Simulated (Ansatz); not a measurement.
**CuBO₂: one change and its effect**

System: CuBO₂, multiplicity 3.
Method of the first run: UKS PBE0-D4/def2-TZVPPD (Ansatz 0.2.0).

The geometry comes from this level: PBE0-D4/def2-TZVPPD. Text and figures count atoms from 1; the logs count them from 0 in places.

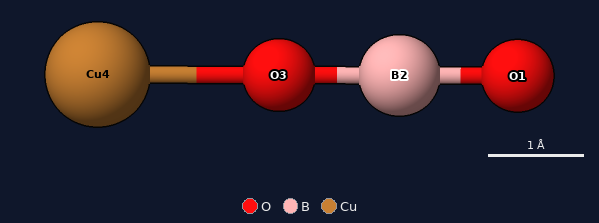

**Figure 1.** The input geometry (ball-and-stick view, seen at a tilt; atoms are numbered from 1 in the order of the input). Sticks mark near contacts. Bond lengths as drawn: B–O 1.24 to 1.27 Å and Cu–O 1.91 Å.

Input file, the first run:
```yaml
crystal:
  periodic: [false, false, false]
  atoms:
    - { symbol: O, position_ang: [0.0, 0.0, -2.04475643] }
    - { symbol: B, position_ang: [0.0, 0.0, -0.79985706] }
    - { symbol: O, position_ang: [0.0, 0.0, 0.46698471] }
    - { symbol: Cu, position_ang: [0.0, 0.0, 2.37761878] }
magnetization:
  spin_polarized: true
  initial_magnetization: 2
basis:
  gaussian: { orbitals: def2-TZVPPD.json }
hamiltonian:
  xc: pbe0
  dispersion: d4
```

Launched with:
```bash
ansatz run input.yaml --threads 4 --pin off --max-ram 10240MiB --backend cpu --events-out ev --progress --plain --runs-dir out
```

Hardware: 4 threads of Arm Neoverse N1, 98 GiB of memory available, shared host.

Output (the first run):
```
Engine: ansatz 0.2.0, aarch64-unknown-linux-gnu
Functional definition: PBE0
  parameter a = 0.25
  parameter kappa = 0.804
  parameter beta = 0.06672455060314922
  exchange = (1 - a)*pbe_x(kappa = kappa, mu = beta*pi^2/3) + a*exact_x
  correlation = pbe_c(beta = beta)
1119 factors; their error is unknown
mean field evaluation 1: about -49391.3403 eV, gradient 5.4e1 eV
mean field evaluation 2: about -49241.3379 eV, gradient 1.6e2 eV
mean field evaluation 4: about -49400.3294 eV, gradient 1.3e1 eV
mean field evaluation 8: about -49401.2041 eV, gradient 1.8e-1 eV
mean field evaluation 16: about -49401.3272 eV, gradient 2.3e-3 eV
mean field evaluation 32: about -49401.3325 eV, gradient 8.0e-1 eV
mean field evaluation 64: about -49401.2044 eV, gradient 2.4e-3 eV
mean field evaluation 96: about -49401.1662 eV, gradient 2.9e0 eV
mean field -49401.39161340 eV, -1815.4676563264 hartree, gradient 8.7e-6 eV, S^2 2.005071; 10 other end points of the search recorded, 0 dependent functions left out
reference -49401.39165441 eV, -1815.4676578338 hartree; 26, 24 occupied and 158, 160 virtual orbitals, 1119 factors
Total energy: -49401.45391121 eV, -1815.4699457289 hartree
```

The input of the second run differs as follows (lines with − go, lines with + come):
```diff
-  xc: pbe0
+  xc: { name: B3LYP }
```

What does this change do to the results?

The total energies belong to different methods, so their difference says nothing on which is more stable or more accurate. The functional changes from PBE0 to B3LYP. On the same kind of shared host the second run took about 1.4 times as long.

Output (the second run):
```
Engine: ansatz 0.2.0, aarch64-unknown-linux-gnu
Functional definition: B3LYP
  parameter a0 = 0.2
  parameter ax = 0.72
  parameter ac = 0.81
  exchange = (1 - a0 - ax)*slater_x + ax*b88_x + a0*exact_x
  correlation = (1 - ac)*vwn_rpa_c + ac*lyp_c
1086 factors; their error is unknown
mean field evaluation 1: about -49403.2657 eV, gradient 5.8e1 eV
mean field evaluation 2: about -49173.1767 eV, gradient 1.8e2 eV
mean field evaluation 4: about -49413.6073 eV, gradient 1.6e1 eV
mean field evaluation 8: about -49413.6069 eV, gradient 1.6e1 eV
mean field evaluation 16: about -49414.9297 eV, gradient 1.4e0 eV
mean field evaluation 32: about -49414.9627 eV, gradient 3.2e-5 eV
mean field evaluation 64: about -49410.4915 eV, gradient 1.4e-2 eV
mean field evaluation 96: about -49414.9555 eV, gradient 1.5e-1 eV
mean field -49414.96271973 eV, -1815.9663852854 hartree, gradient 5.0e-6 eV, S^2 2.007129; 14 other end points of the search recorded, 0 dependent functions left out
reference -49414.96296276 eV, -1815.9663942166 hartree; 26, 24 occupied and 158, 160 virtual orbitals, 1086 factors
Total energy: -49415.08429916 eV, -1815.9708532470 hartree
```

The two runs side by side:

| quantity | the first run | the second run |
| --- | --- | --- |
| outcome | converged | converged |
| total energy (hartree) | −1815.469946 | −1815.970853 |
| ⟨S²⟩ | 2.005 | 2.007 |
| basis functions | 184 | 184 |
| wall time (shared host) | 62 s | 89 s |
